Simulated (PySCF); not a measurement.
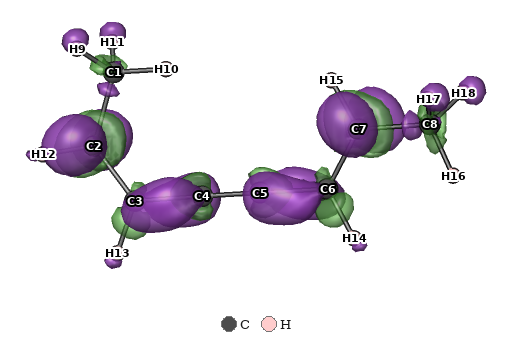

C8H10, SMILES `C/C=C\C#C/C=C/C`. Fukui function f⁺ = ρ(N+1) − ρ(N) at fixed geometry, surfaces at ±0.03 e/Å³ (purple positive, green negative).

PySCF calculation, PBE0/cc-pVDZ, gas phase; geometry: GFN2-xTB. No frequency check shows the geometry to be a minimum.

Input

```python
import numpy as np
from pyscf import gto, scf, dft
from pyscf.scf import atom_ks, atom_hf
from scipy.linalg import block_diag

def solve(mol, dm0=None, hcore=None):
    mf = (dft.UKS if mol.spin else dft.RKS)(mol, xc='pbe0')
    mf.grids.level = 3
    mf = mf.density_fit(auxbasis='def2-universal-jkfit')
    mf.conv_tol, mf.max_cycle = 1e-8, 80
    if hcore is not None:
        mf.get_hcore = lambda *args: hcore
    mf.kernel(dm0)
    if not mf.converged:
        mf = mf.newton().run(mf.mo_coeff, mf.mo_occ, max_cycle=30)
    assert mf.converged, 'SCF not converged'
    return mf

mol = gto.M(atom='''
C     -2.64777     1.49233     0.00140
C     -3.08615     0.06852     0.00037
C     -2.25965    -0.97998    -0.00068
C     -0.85843    -0.87618    -0.00083
C      0.34852    -0.79707    -0.00026
C      1.75034    -0.71535     0.00048
C      2.42002     0.43827    -0.00154
C      3.90500     0.54483    -0.00029
H     -3.03719     2.00624     0.88023
H     -1.56266     1.56004    -0.00214
H     -3.03746     2.00684    -0.87817
H     -4.15505    -0.09915     0.00079
H     -2.65231    -1.98990    -0.00110
H      2.28004    -1.66137     0.00288
H      1.87521     1.37366    -0.00478
H      4.37043    -0.43819     0.01117
H      4.24401     1.09448     0.87827
H      4.24374     1.09508    -0.87907
''', basis='cc-pvdz', charge=0, spin=0, verbose=4)
mf = solve(mol)
out = dict(e0=mf.e_tot, dm0=mf.make_rdm1(), c=mf.mo_coeff, occ=mf.mo_occ, eps=mf.mo_energy)
for name, dq, spin in [('cation', 1, 1), ('anion', -1, 1)]:
    ion = mol.copy().set(charge=mol.charge + dq, spin=spin).build()
    mi = solve(ion)
    if spin and dq > 0 and mol.nao < 130:
        c, _, stable, _ = mi.stability(return_status=True)
        if not stable:
            mi = solve(ion, mi.make_rdm1(c, mi.mo_occ))
    print(name, 'vertical energy change / eV', (mi.e_tot - mf.e_tot) * 27.211386)
    out.update({'e_' + name: mi.e_tot, 'dm_' + name: mi.make_rdm1(), 's2_' + name: mi.spin_square()[0], 'eps_' + name: mi.mo_energy, 'occ_' + name: mi.mo_occ})
# spherically averaged free atoms, for the promolecule
atm = atom_ks.get_atm_nrks(mol, xc='pbe0')
pro = block_diag(*[(atm[a[0]][2] * atm[a[0]][3]) @ atm[a[0]][2].T for a in mol._atom])
np.savez('result.npz', pro=pro, **out)
```

Launched as:

```sh
OMP_NUM_THREADS=1 python input.py
```

The run took 3.8 min on 1 thread of Intel(R) Xeon(R) Processor @ 2.50GHz (Skylake/Cascade Lake) (shared host), peak memory 0.86 GiB.

Partitions, critical points and surface values were worked out afterwards from this run's density.

**On which atoms does the density change most on addition of an electron?**

f⁺ (Hirshfeld-condensed) is largest on C2 (0.12), C7 (0.12) and C4 (0.09); the vertical electron affinity is −0.71 eV (the stability of the anion's solution wasn't checked; negative, but this basis has no diffuse functions, so it doesn't show that the anion is unbound). Condensed values hint at sites of nucleophilic attack but needn't mark the atom that reacts. Shares this close don't rank the sites. Orbital relaxation makes it negative in places (0.23 e in all).

```json
{"atom": "C1", "f⁺": "+0.03", "charge": "−0.11"}
{"atom": "C2", "f⁺": "+0.12", "charge": "−0.02"}
{"atom": "C3", "f⁺": "+0.07", "charge": "−0.05"}
{"atom": "C4", "f⁺": "+0.09", "charge": "−0.06"}
{"atom": "C5", "f⁺": "+0.09", "charge": "−0.06"}
{"atom": "C6", "f⁺": "+0.08", "charge": "−0.05"}
{"atom": "C7", "f⁺": "+0.12", "charge": "−0.02"}
{"atom": "C8", "f⁺": "+0.03", "charge": "−0.11"}
{"atom": "H9", "f⁺": "+0.04", "charge": "+0.05"}
{"atom": "H10", "f⁺": "+0.01", "charge": "+0.04"}
{"atom": "H11", "f⁺": "+0.04", "charge": "+0.05"}
{"atom": "H12", "f⁺": "+0.06", "charge": "+0.05"}
{"atom": "H13", "f⁺": "+0.04", "charge": "+0.05"}
{"atom": "H14", "f⁺": "+0.04", "charge": "+0.05"}
{"atom": "H15", "f⁺": "+0.04", "charge": "+0.05"}
{"atom": "H16", "f⁺": "+0.03", "charge": "+0.04"}
{"atom": "H17", "f⁺": "+0.04", "charge": "+0.05"}
{"atom": "H18", "f⁺": "+0.04", "charge": "+0.05"}
```
